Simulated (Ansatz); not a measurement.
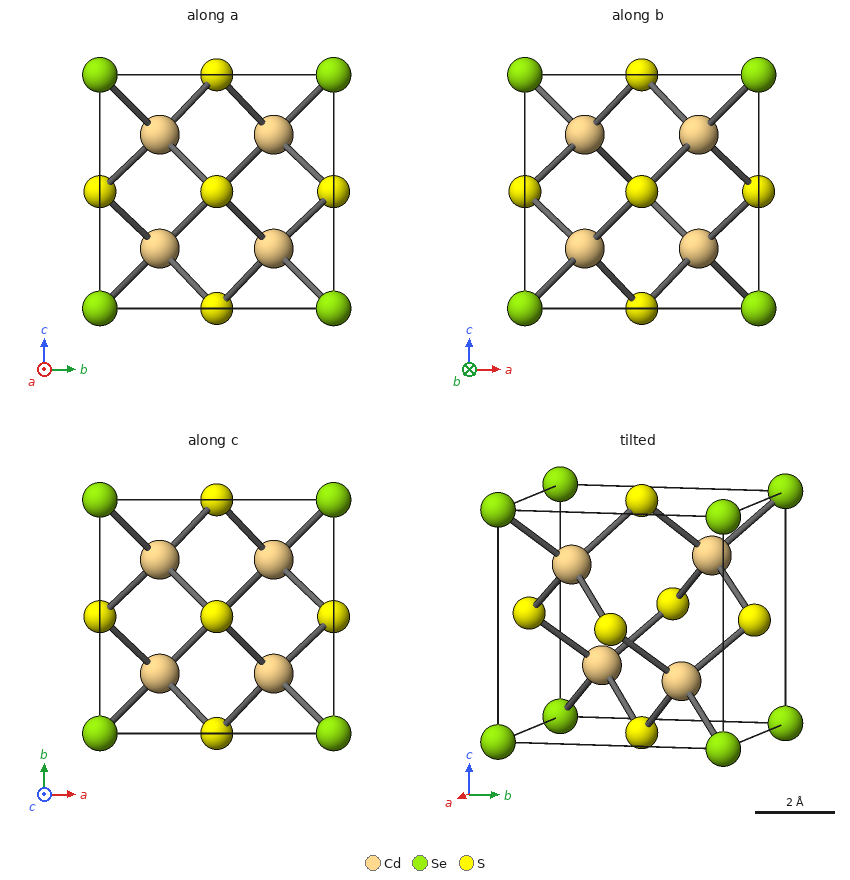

Shown here is a ball-and-stick view of the crystal, taken along the a axis, along the b axis, along the c axis and slightly off an axis. The lines enclose the conventional unit cell; boundary atoms appear with their images.

Lattice parameters: a = 5.9314 Å, b = 5.9314 Å, c = 5.9314 Å, α = 90.000°, β = 90.000°, γ = 90.000°.

Question: Write the structure as a CIF with its space group and independent sites, with free fractional coordinates to two decimals.

Answer:
```cif
data_structure
_symmetry_space_group_name_H-M 'P -4 3 m'
_symmetry_Int_Tables_number 215
_cell_length_a 5.9314
_cell_length_b 5.9314
_cell_length_c 5.9314
_cell_angle_alpha 90.000
_cell_angle_beta 90.000
_cell_angle_gamma 90.000
_cell_volume 208.68
loop_
_atom_site_label
_atom_site_type_symbol
_atom_site_symmetry_multiplicity
_atom_site_Wyckoff_symbol
_atom_site_fract_x
_atom_site_fract_y
_atom_site_fract_z
_atom_site_occupancy
Cd1 Cd 4 e 0.74 0.26 0.74 1
Se1 Se 1 a 0.00 0.00 0.00 1
S1 S 3 c 0.00 0.50 0.50 1
```

It goes back to a structure type filled with these elements by a generator (whether the compound takes this form wasn't checked). The cell was then strained or its atoms displaced on purpose. The atoms were relaxed in a fixed cell with Ansatz 0.2.0, DFT PBE, scalar-relativistic, plane waves, PAW.
